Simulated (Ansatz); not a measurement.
## SnO: structures and their energies

6 relaxations of SnO ended in 4 distinct structures. The numbers are results of r2SCAN+rVV10 (plane waves to 500 eV, PAW, scalar-relativistic; Ansatz, a quantum-chemistry and plane-wave program), not measurements.

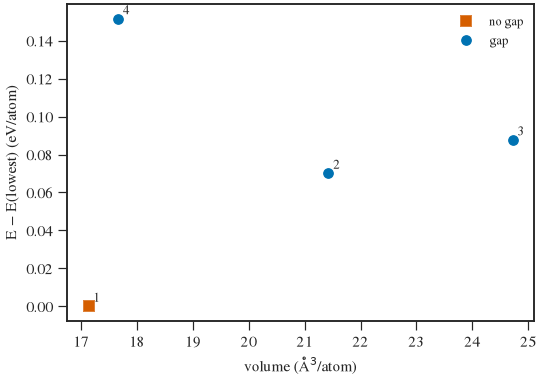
Figure: Energy against volume of the distinct structures, numbered as in the table

| # | space group | Pearson | type | E − E(lowest) (eV/atom) | V (Å³/atom) | gap (eV, no SOC) | runs ending here |
|---|---|---|---|---|---|---|---|
| 1 | P4/nmm | tP4 | – | 0.00 | 17.14 | 0.01 | 3 |
| 2 | Cmcm | oS8 | – | 0.07 | 21.42 | 1.48 | 1 |
| 3 | I4/mmm | tI8 | – | 0.09 | 24.73 | 2.57 | 1 |
| 4 | Cmce | oS16 | – | 0.15 | 17.67 | 1.64 | 1 |

P4/nmm, tP4 is the lowest among the structures calculated here.

Space group P4/nmm, origin choice 1 (No. 129); a = b = 3.793 Å, c = 4.764 Å, α = β = γ = 90.00°

```csv
atom,site,symmetry,x,y,z
Sn,2c,4mm,0.5000,0.0000,0.2594
O,2b,-4m2,0.5000,0.5000,0.5000
```

Each run could gain symmetry but not lose that of its start, so entries can be saddle points. From databases, or of a type measured for this composition: P4/nmm, tP4; Cmce, oS16; the others are generated cells (placed on structure types, drawn at random, substituted or restacked) that were not matched to a known phase here. Static energies at zero pressure. No spin polarisation in the result.
